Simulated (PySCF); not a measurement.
Ionisation energy of neutral helium (1s² → 1s). PySCF, def2-TZVPPD, non-relativistic, unrestricted single determinants, no spin-orbit coupling. Methods marked “valence” freeze no core electrons.

The results, method by method:

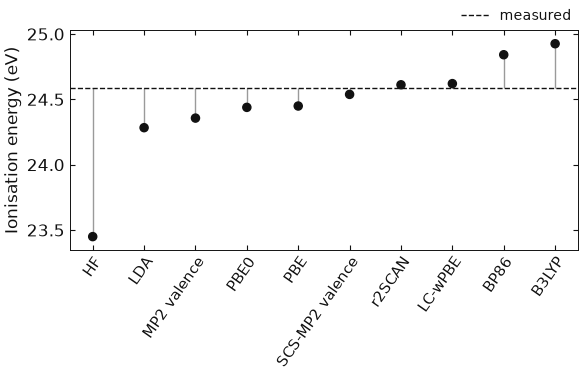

```json
{"Method": "HF", "Ionisation energy (eV)": "23.45"}
{"Method": "LDA", "Ionisation energy (eV)": "24.28"}
{"Method": "PBE", "Ionisation energy (eV)": "24.45"}
{"Method": "PBE0", "Ionisation energy (eV)": "24.44"}
{"Method": "r2SCAN", "Ionisation energy (eV)": "24.61"}
{"Method": "BP86", "Ionisation energy (eV)": "24.84"}
{"Method": "LC-wPBE", "Ionisation energy (eV)": "24.62"}
{"Method": "B3LYP", "Ionisation energy (eV)": "24.93"}
{"Method": "MP2 valence", "Ionisation energy (eV)": "24.36"}
{"Method": "SCS-MP2 valence", "Ionisation energy (eV)": "24.54"}
```

The values run from 23.45 eV (HF) to 24.93 eV (B3LYP). The measured value is 24.59 eV; nearest to it come r2SCAN (+0.02) and LC-wPBE (+0.03), furthest HF (−1.14 eV).
